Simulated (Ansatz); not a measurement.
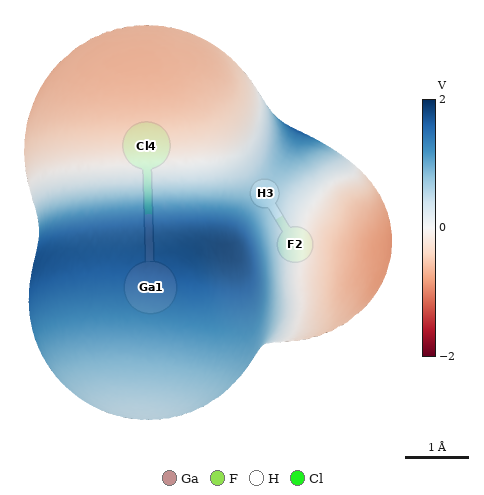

ClGa···HF. The electrostatic potential painted on the density surface at 0.002 e/bohr³, seen at a tilt; the colour scale runs from red (negative) to blue (positive).

The product side of a reaction path; geometry: PBE0-D4/def2-TZVP.

Computed with RKS PBE0-D4/def2-TZVPP (Ansatz 0.2.0).

```xyz
4

Ga   -0.9406   -1.2959    0.2689
F     0.1614    0.4309   -1.3303
H     0.4684    0.7013   -0.4784
Cl    0.3107    0.1637    1.5398
```

Describe the electrostatic potential map.

The most negative region (about −0.8 V, or −18 kcal/mol for a unit charge) lies over F2, the most positive (about +1.9 V, or +44 kcal/mol for a unit charge) over Ga1.
